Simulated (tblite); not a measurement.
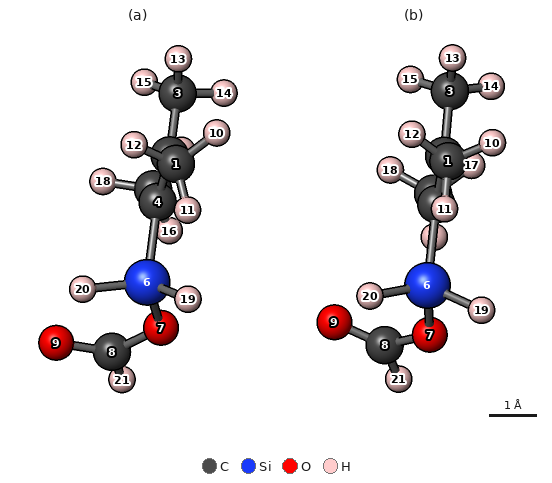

The structure of C6H12O2Si before (left) and after (right) a relaxation, at one scale.

The picture is a ball-and-stick view, seen from a free direction.

The calculation used tblite 0.8.0, GFN2-xTB geometry optimisation, gas phase. 

Q: Describe what moved and what it gained.

A: The largest move after the best rigid fit is that of an H atom, 0.58 Å. Largest moves by element: H 0.58 Å, O 0.50 Å, C 0.17 Å, Si 0.13 Å. Near-neighbour distances that change, for instance: C–O 1.385 → 1.304 Å, O–Si 1.753 → 1.678 Å, C–O 1.263 → 1.195 Å, C–H 1.143 → 1.090 Å. Among the angles between lasting bonds that change: O–Si–H 111.6° → 96.2°, O–C–H 118.3° → 110.7°, C–Si–H 107.2° → 113.7°. Groups turn about O–Si by about 30°, C–C by about 20°. Over 108 geometry steps the energy falls by 0.950 eV.
